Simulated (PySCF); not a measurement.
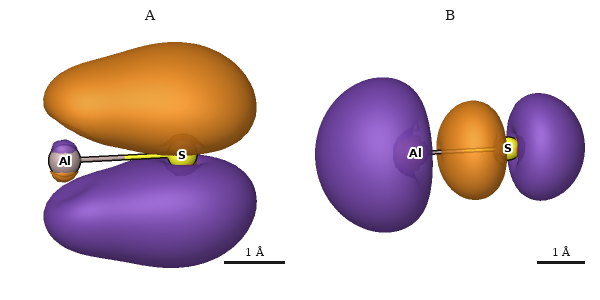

Figure. AlS (doublet). Two frontier α-spin orbitals, each drawn at the value that holds 80 % of its norm (orange and purple are the two phases), in no order; of a degenerate pair one member is drawn.

Computed with PySCF 2.14.0, PBE0/6-31G(d,p), non-relativistic, at a bond length of 2.047 Å.

Q: Name the orbitals and rank them from lowest to highest energy.

A: Orbital B: σ, occupied in this spin, −7.43 eV; shared between the atoms (Al 65 %, S 35 %).
Orbital A: π, occupied in this spin, −7.20 eV; mainly on S (80 %).
